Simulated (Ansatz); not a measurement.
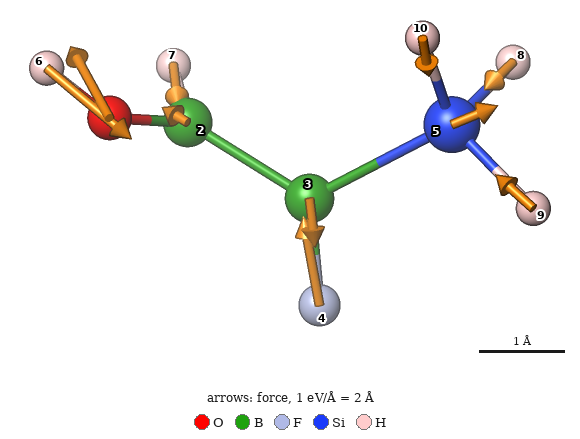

Starting geometry of B2SiH5OF with the computed forces as orange arrows. Style: ball-and-stick. Shown from a free direction.

The start comes from PBE-D4/def2-SVP.

All numbers below come from Ansatz, RKS PBE0-D4/def2-TZVP.

Input
```yaml
crystal:
  periodic: [false, false, false]
  atoms:
    - {symbol: O, position_ang: [-1.445542, 1.410046, 1.264156]}
    - {symbol: B, position_ang: [-1.217924, 0.872025, 0.032319]}
    - {symbol: B, position_ang: [-0.513948, -0.681445, -0.126940]}
    - {symbol: F, position_ang: [-1.255861, -1.792071, -0.277774]}
    - {symbol: Si, position_ang: [1.532588, -0.903604, -0.236838]}
    - {symbol: H, position_ang: [-1.796128, 2.318747, 1.214711]}
    - {symbol: H, position_ang: [-1.444422, 1.547734, -0.972807]}
    - {symbol: H, position_ang: [1.967614, -0.667139, -1.666031]}
    - {symbol: H, position_ang: [2.008142, -2.277076, 0.166008]}
    - {symbol: H, position_ang: [2.248581, 0.121484, 0.606196]}
basis:
  gaussian: {orbitals: def2-TZVP}
hamiltonian: {xc: pbe0, dispersion: d4}
relax: {f_tol: 0.005, max_steps: 150}
```

Command:
```bash
ansatz run in.yaml --threads 4 --pin off --events-out ev --progress --plain --max-ram 10444MiB
```

**Is this structure relaxed? If not, where do the atoms go?**

It isn't relaxed: the largest force vector, on O1, is 0.71 eV/Å. The final displacements follow the starting forces only in part (cosine between the two patterns 0.35). Over 6 geometry steps the energy falls by 0.031 eV. Largest force component: 0.64 eV/Å at the start, 0.0032 eV/Å at the end. The largest move after the best rigid fit is that of H7, 0.073 Å. By element the largest moves are H 0.073 Å, F 0.052 Å, B 0.041 Å, O 0.038 Å, Si 0.015 Å. Among the contacts that change: B2–H7 1.232 → 1.209 Å, Si5–H10 1.508 → 1.489 Å, O1–H6 0.975 → 0.961 Å, B3–F4 1.344 → 1.333 Å. Among the angles between lasting bonds that change: B2–B3–Si5 120.7° → 122.8°, B2–B3–F4 122.2° → 120.1°. The run took 18 s on 4 threads of Arm Neoverse V2, on a shared host.
